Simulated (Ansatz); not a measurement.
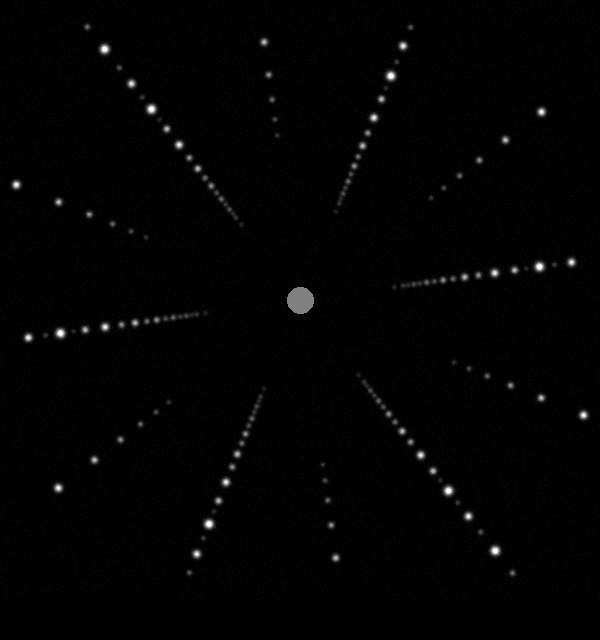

Simulated back-reflection Laue pattern (white X-rays, 0.45 to 2.2 Å, flat plate covering ±45° about the beam, kinematic intensities, seen from the source).

**What symmetry does the pattern show?**

6mm: a sixfold axis with mirror lines.

The crystal is C, space group P6_3/mmc (No. 194), a = 2.46 Å, c = 8.26 Å (hexagonal axes). Structure: the end point of a relaxation at fixed volume with DFT r2SCAN, scalar-relativistic, plane waves, PAW (Ansatz).

**Which direction points towards the source?**

[001] or one equivalent to it by a rotation of the Laue group. In Laue class 6/mmm no other family of directions with a member of indices 0 and ±1 has this symmetry.
